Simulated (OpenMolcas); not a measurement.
# One shape, several levels: C2H7NSi (SMILES C=NC[SiH3])

We compute a comparison of 6 runs (HF/3-21G, HF/cc-pVDZ, B3LYP/6-31G*, BHLYP/cc-pVDZ, PBE0/cc-pVDZ, r2SCAN/cc-pVDZ) of C2H7NSi. 

Program for the calculation: OpenMolcas 26.06.

1 further run of the same task is left out (set aside as unsound or not needed).

### 1 The structure to begin with

C2H7NSi has 11 atoms, charge 0, and is taken as a singlet. SMILES: `C=NC[SiH3]`. The coordinates come from a PBE0-D4/def2-TZVP relaxation. This is one conformer, not always the lowest.

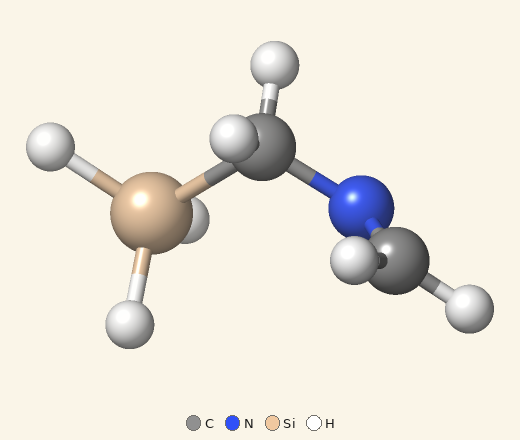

The structure, seen from a chosen angle (carbon grey, nitrogen blue, silicon light orange, hydrogen white).

### 2 Energy and gradient at HF/3-21G (run 1)

test.input reads:

```
* C2H7NSi Hartree-Fock
>>> EXPORT MOLCAS_PRINT=2

&GATEWAY
  BasLib
  $CurrDir
  Coord
  11
  angstrom
  C       -0.639400       1.869300       0.363900
  N       -0.998600       0.713100       0.018000
  C       -0.299000      -0.417000       0.562600
  Si       0.706300      -1.257400      -0.802700
  H       -1.145900       2.733500      -0.063200
  H        0.166900       2.059000       1.086600
  H       -1.029900      -1.151400       0.917900
  H        0.365200      -0.161700       1.404500
  H        1.729600      -0.311300      -1.319900
  H       -0.179800      -1.683000      -1.914500
  H        1.389900      -2.450100      -0.232400
  Basis
  3-21G
  Group
  NoSym

&SEWARD

&SCF
  Thresholds
  1e-10 1e-07 1e-07 1e-05
  PrOrbitals
  1 2

&ALASKA
```

The basis set 3-21G is read from a file made from the Basis Set Exchange's data (not shown).

On the command line:

```console
$ export MOLCAS_MEM=1860
$ pymolcas test.input > test.log
```

The log of the run:

```text
--- Start Module: gateway ---
[...]
--- Stop Module: gateway /rc=_RC_ALL_IS_WELL_ ---
[...]
      Basis functions           54
[...]
--- Start Module: scf ---
[...]
       Convergence after  14 Iterations
[...]
::    Total SCF energy                               -420.8592167084
[...]
      Total spin, S                                     0.0000000000
[...]
      Total electronic charge=   40.000000
      Total            charge=   -0.000000
[...]
      Dipole Moment (debye):
      Origin of the operator (angstrom)=   -0.0572   -0.1196   -0.1535
                   X=  1.0810E+00               Y=  4.0944E-01               Z=  1.3775E+00           Total=  1.7983E+00
      Quadrupole Moment (debye*angstrom):
[...]
--- Stop Module: scf /rc=_RC_ALL_IS_WELL_ ---
--- Start Module: alaska ---
[...]
 *              Molecular gradients               *
 **************************************************
  Irreducible representation: a
 ------------------------------------------------------------------------------------------
                              X                       Y                       Z
 ------------------------------------------------------------------------------------------
  C1                3.87261960119512E-03   -8.24892928327614E-03    2.71372762144706E-03
  N2                8.53690482834679E-04   -2.16921692544592E-02    5.65181019265726E-04
  C3               -1.64201035686018E-03    2.14496044188732E-02   -2.29920425008450E-02
  SI4              -6.17777914765405E-03    4.83128497443186E-03    1.14292585059310E-02
  H5               -6.68702434598134E-03    7.41153547129914E-03   -5.44646490255185E-03
  H6                9.38758422150565E-03    5.04558438795044E-04    7.66076194995824E-03
  H7               -4.00165538595720E-03   -6.27936572708654E-03    6.59277305570471E-04
  H8                5.81345597902838E-03    8.16157890263791E-04    4.86240357808754E-03
[...]
--- Stop Module: alaska /rc=_RC_ALL_IS_WELL_ ---
[...]
```

It took 1.8 s on 1 thread of Intel Xeon 6975P-C (Granite Rapids), shared host; peak memory 0.39 GiB.

### 3 Energy and gradient at HF/cc-pVDZ (run 2)

job.input reads:

```
* C2H7NSi Hartree-Fock
>>> EXPORT MOLCAS_PRINT=2
&gateway
baslib
$CurrDir
coord
11
angstrom
C       -0.639400       1.869300       0.363900
N       -0.998600       0.713100       0.018000
C       -0.299000      -0.417000       0.562600
Si       0.706300      -1.257400      -0.802700
H       -1.145900       2.733500      -0.063200
H        0.166900       2.059000       1.086600
H       -1.029900      -1.151400       0.917900
H        0.365200      -0.161700       1.404500
H        1.729600      -0.311300      -1.319900
H       -0.179800      -1.683000      -1.914500
H        1.389900      -2.450100      -0.232400
basis
cc-pVDZ
group
NoSym
&seward
&scf
thresholds
1e-10 1e-07 1e-07 1e-05
prorbitals
1 1
&alaska
```

The basis set cc-pVDZ is read from a file made from the Basis Set Exchange's data (not shown).

On the command line:

```console
$ export MOLCAS_MEM=1860
$ pymolcas job.input > job.log
```

The log of the run:

```text
--- Start Module: gateway ---
[...]
--- Stop Module: gateway /rc=_RC_ALL_IS_WELL_ ---
[...]
      Basis functions           95
[...]
--- Start Module: scf ---
[...]
       Convergence after  15 Iterations
[...]
::    Total SCF energy                               -423.1623686420
[...]
      Total spin, S                                     0.0000000000
[...]
      Total electronic charge=   40.000000
      Total            charge=   -0.000000
[...]
      Dipole Moment (debye):
      Origin of the operator (angstrom)=   -0.0572   -0.1196   -0.1535
                   X=  8.0994E-01               Y=  6.4175E-01               Z=  1.2671E+00           Total=  1.6350E+00
      Quadrupole Moment (debye*angstrom):
[...]
--- Stop Module: scf /rc=_RC_ALL_IS_WELL_ ---
[...]
--- Start Module: alaska ---
[...]
 *              Molecular gradients               *
 **************************************************
  Irreducible representation: a
 ------------------------------------------------------------------------------------------
                              X                       Y                       Z
 ------------------------------------------------------------------------------------------
  C1                3.18830739604037E-03    1.15352587236366E-02    2.51994890614959E-03
  N2               -1.39198409121200E-03   -1.87176785391419E-02   -3.03175494429730E-03
  C3               -1.08455408012120E-03    3.70397671557954E-03   -5.91105305931539E-03
  SI4              -2.85663748902287E-03    2.55925995937556E-03    3.50460334771086E-03
  H5               -1.23952692101792E-03    1.32599612871731E-03   -8.84401282995828E-04
  H6                2.85533143153049E-03    3.32048778806104E-05    2.26141646055966E-03
  H7               -5.52539406433628E-04   -1.75972857502948E-03   -7.72099931195758E-04
  H8                2.12692390873803E-03    4.12159706965842E-04    1.15355957276675E-03
[...]
--- Stop Module: alaska /rc=_RC_ALL_IS_WELL_ ---
[...]
```

It took 8.4 s on 1 thread of Intel Xeon 6975P-C (Granite Rapids), shared host; peak memory 0.53 GiB.

Run 3 isn't shown in full; the table further down has it.

### 4 Energy and forces at BHLYP/cc-pVDZ (run 4)

run.inp reads:

```
&GATEWAY
 BasLib=$CurrDir
 Coord
 11
 angstrom
 C       -0.639400       1.869300       0.363900
 N       -0.998600       0.713100       0.018000
 C       -0.299000      -0.417000       0.562600
 Si       0.706300      -1.257400      -0.802700
 H       -1.145900       2.733500      -0.063200
 H        0.166900       2.059000       1.086600
 H       -1.029900      -1.151400       0.917900
 H        0.365200      -0.161700       1.404500
 H        1.729600      -0.311300      -1.319900
 H       -0.179800      -1.683000      -1.914500
 H        1.389900      -2.450100      -0.232400
 Basis=cc-pVDZ
 Group=NoSym

&SEWARD
 GridInput
 Grid=UltraFine
 End of Grid

&SCF
 KSDFT=HYB_GGA_XC_BHANDHLYP
 Thresholds=1e-10 1e-07 1e-07 1e-05
 PrOrbitals=1 2

&ALASKA
```

The basis set cc-pVDZ is read from a file made from the Basis Set Exchange's data (not shown).

On the command line:

```console
$ export MOLCAS_MEM=1860
$ pymolcas run.inp > run.log
```

The log of the run:

```text
--- Start Module: gateway ---
[...]
--- Stop Module: gateway /rc=_RC_ALL_IS_WELL_ ---
[...]
      Basis functions           95
[...]
--- Start Module: scf ---
[...]
       Convergence after  15 Iterations
[...]
::    Total KS-DFT energy                            -424.5434602783
[...]
      Total spin, S                                     0.0000000000
[...]
      Total electronic charge=   40.000000
      Total            charge=   -0.000000
[...]
      Dipole Moment (debye):
      Origin of the operator (angstrom)=   -0.0572   -0.1196   -0.1535
                   X=  7.1403E-01               Y=  4.8633E-01               Z=  1.1527E+00           Total=  1.4405E+00
      Quadrupole Moment (debye*angstrom):
[...]
--- Stop Module: scf /rc=_RC_ALL_IS_WELL_ ---
[...]
--- Start Module: alaska ---
[...]
 *              Molecular gradients               *
 **************************************************
  Irreducible representation: a
 ------------------------------------------------------------------------------------------
                              X                       Y                       Z
 ------------------------------------------------------------------------------------------
  C1                3.11818380818618E-04    3.49428654451600E-03    3.29109514272119E-05
  N2                9.80689207308316E-04   -4.43810556843172E-03    5.11048593094365E-04
  C3               -2.06890104830770E-04    1.36137399274094E-04   -2.30525220340461E-03
  SI4              -1.61485012361773E-03    1.65378322347021E-03    1.96932306342656E-03
  H5               -1.68469989783038E-05   -4.50541357824186E-04    1.41880124619354E-04
  H6                3.05388318616817E-04   -3.95297570012332E-04   -3.03368996945608E-05
  H7                1.70306245737439E-04   -1.62372181456316E-04   -4.34952036545644E-04
  H8                2.12836282406759E-04   -3.11433754374146E-05   -2.36409277615923E-04
[...]
--- Stop Module: alaska /rc=_RC_ALL_IS_WELL_ ---
[...]
```

Wall time 39 s (1 thread of Intel Xeon 6975P-C (Granite Rapids), shared host); peak memory 0.53 GiB.

Run 5 isn't shown in full; the table further down has it.

### 5 Energy and gradient at r2SCAN/cc-pVDZ (run 6)

mol.xyz reads:

```xyz
11

C     -0.639400     1.869300     0.363900
N     -0.998600     0.713100     0.018000
C     -0.299000    -0.417000     0.562600
Si     0.706300    -1.257400    -0.802700
H     -1.145900     2.733500    -0.063200
H      0.166900     2.059000     1.086600
H     -1.029900    -1.151400     0.917900
H      0.365200    -0.161700     1.404500
H      1.729600    -0.311300    -1.319900
H     -0.179800    -1.683000    -1.914500
H      1.389900    -2.450100    -0.232400
```

mol.inp reads:

```
* C2H7NSi Kohn-Sham DFT

&GATEWAY
  BasLib=$CurrDir
  Coord=mol.xyz
  Basis=cc-pVDZ
  Group=NoSym

&SEWARD
  GridInput
  Grid=UltraFine
  End of Grid

&SCF
  KSDFT=2
  1.0 MGGA_X_R2SCAN
  1.0 MGGA_C_R2SCAN
  Thresholds=1e-10 1e-07 1e-07 1e-05
  PrOrbitals=1

&ALASKA
```

The basis set cc-pVDZ is read from a file made from the Basis Set Exchange's data (not shown).

On the command line:

```console
$ export MOLCAS_MEM=1860
$ pymolcas mol.inp > mol.log
```

The log of the run:

```text
--- Start Module: gateway ---
[...]
--- Stop Module: gateway /rc=_RC_ALL_IS_WELL_ ---
[...]
      Basis functions           95
[...]
--- Start Module: scf ---
[...]
       Convergence after  16 Iterations
[...]
::    Total KS-DFT energy                            -424.5184848972
[...]
      Total spin, S                                     0.0000000000
[...]
      Total electronic charge=   40.000000
      Total            charge=   -0.000000
[...]
      Dipole Moment (debye):
      Origin of the operator (angstrom)=   -0.0572   -0.1196   -0.1535
                   X=  6.3158E-01               Y=  3.6448E-01               Z=  1.0807E+00           Total=  1.3037E+00
      Quadrupole Moment (debye*angstrom):
[...]
--- Stop Module: scf /rc=_RC_ALL_IS_WELL_ ---
[...]
--- Start Module: alaska ---
[...]
 *              Molecular gradients               *
 **************************************************
  Irreducible representation: a
 ------------------------------------------------------------------------------------------
                              X                       Y                       Z
 ------------------------------------------------------------------------------------------
  C1               -4.22429188881290E-03   -9.26965039694494E-03   -3.90776596256526E-03
  N2                1.06125288014169E-02    1.30897954433760E-02    1.00951188174214E-02
  C3               -4.57211001737790E-04   -1.82951335997927E-03   -3.76327872348980E-04
  SI4              -7.38771853500353E-04    1.02820491027611E-03    1.30367326319369E-03
  H5                3.21728419028577E-03   -5.57603264704154E-03    2.87400580204111E-03
  H6               -5.88441822283325E-03   -2.17840025035154E-03   -5.47410656026370E-03
  H7                3.93215664342250E-03    4.32429764672149E-03   -1.78821707198495E-03
  H8               -4.51640983148360E-03   -1.14026423758129E-03   -5.58396252162785E-03
[...]
--- Stop Module: alaska /rc=_RC_ALL_IS_WELL_ ---
[...]
```

It took 54 s on 1 thread of Intel Xeon 6975P-C (Granite Rapids), shared host; peak memory 0.53 GiB.

### 6 All runs side by side

| run | level | integration grid | energy (Eh) | dipole moment (D) | HOMO energy (eV) | LUMO energy (eV) | wall time |
| --- | --- | --- | --- | --- | --- | --- | --- |
| 1 | HF/3-21G | – | -420.859217 | 1.80 | -10.63 | 4.25 | 1.8 s |
| 2 | HF/cc-pVDZ | – | -423.162369 | 1.64 | -10.63 | 3.99 | 8.4 s |
| 3 | B3LYP/6-31G* (spherical functions) | UltraFine | -424.628905 | 1.46 | -6.97 | -0.23 | 26 s |
| 4 | BHLYP/cc-pVDZ | UltraFine | -424.543460 | 1.44 | -8.74 | 1.09 | 39 s |
| 5 | PBE0/cc-pVDZ | UltraFine | -424.343249 | 1.36 | -7.29 | -0.17 | 39 s |
| 6 | r2SCAN/cc-pVDZ | UltraFine | -424.518485 | 1.30 | -6.09 | -1.10 | 54 s |

### 7 Outcome

| quantity | value |
| --- | --- |
| run 6: total energy | -424.51848 Eh |
| run 6: dipole moment | 1.30 D |
| run 6: HOMO energy | -6.09 eV |
| run 6: LUMO energy | -1.10 eV |
| run 6: HOMO–LUMO gap | 4.99 eV |
| run 6: largest force on an atom | 1.010 eV/Å |

What this shows: The dipole moment (its size) runs from 1.30 D (r2SCAN/cc-pVDZ) to 1.80 D (HF/3-21G). The two ends differ in method and basis. The HOMO–LUMO gap runs from 4.99 eV (r2SCAN/cc-pVDZ) to 14.88 eV (HF/3-21G). Totals of different functionals can't be ranked against each other. All runs together took 2.8 min, the longest 54 s.
